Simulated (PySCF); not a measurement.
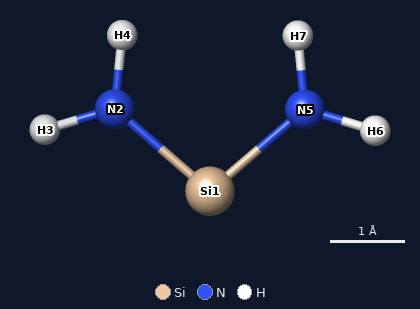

Fig. 1: The input geometry (ball-and-stick view, seen at a tilt; atoms are numbered from 1 in the order of the input). Bond lengths as drawn: H–N 1.00 to 1.01 Å and N–Si 1.72 Å.

**Run report: SiN2H4, excited-state calculation**

SiN2H4 (Si(NH2)2), computed with EOM-CCSD/6-31G, RHF (PySCF 2.14.0).

The geometry comes from this level: GFN2-xTB.

**Log**
```
converged SCF energy = -400.105152644961
E(CCSD) = -400.3954145726934  E_corr = -0.290261927732672
E(EOM-CCSD) = -400.395414573
EOM-EE-CCSD roots (eV)
  1     5.6523
  2     6.1956
  3     7.3886
```

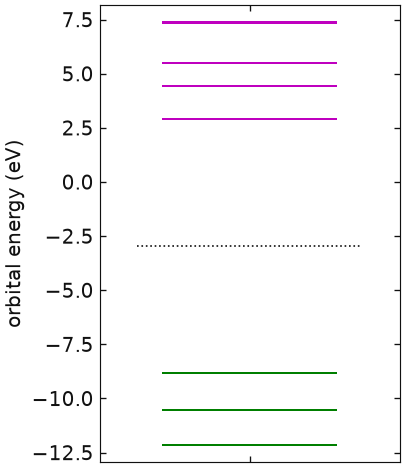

Fig. 2: Orbital energies near the frontier (SCF reference); the dotted line parts filled from empty levels, and levels within 0.02 eV of each other stand side by side. Highest filled −8.83 eV, lowest empty 2.92 eV, 11.75 eV apart.

The run was set up as follows.

**Input file (input.py)**
```python
import numpy
from pyscf import gto, scf, cc

system = gto.M(
    atom='''
Si   0.009630   0.880650  -0.762080
N    1.303790   0.016250  -0.035980
H    2.268610   0.210470  -0.236220
H    1.196400  -0.748430   0.617520
N   -1.302450   0.053850  -0.024690
H   -2.263120   0.292130  -0.197200
H   -1.212860  -0.704930   0.638650
''',
    basis='6-31g',
    max_memory=1860,
    verbose=3,
)

myscf = scf.RHF(system)
myscf.conv_tol = 1e-10
myscf.kernel()
if not myscf.converged:
    myscf = myscf.newton().run(myscf.mo_coeff, myscf.mo_occ)

mycc = cc.CCSD(myscf, frozen=7)
mycc.kernel()
etot = mycc.e_tot
print('E(%s) = %.9f' % ('EOM-CCSD', etot))

e, vec = mycc.eomee_ccsd_singlet(nroots=3)
roots = numpy.atleast_1d(e) * 27.211386
print('EOM-EE-CCSD roots (eV)')
for i, w in enumerate(roots, 1):
    print('%3d %10.4f' % (i, w))
```

Launched with:
```bash
OMP_NUM_THREADS=1 python input.py
```

**Summary**

```csv
quantity,value
outcome,converged
total energy,−400.395415 hartree
SCF energy,−400.105153 hartree
correlation energy,−0.290262 hartree
basis functions,39
T1 diagnostic,0.017
HOMO of the SCF reference,−8.83 eV
LUMO of the SCF reference,2.92 eV
hardware,"1 thread of Intel Xeon @ 2.50GHz (Skylake/Cascade Lake), 16 GiB of memory available, shared host"
wall time,2.2 s
peak memory,0.13 GiB
```
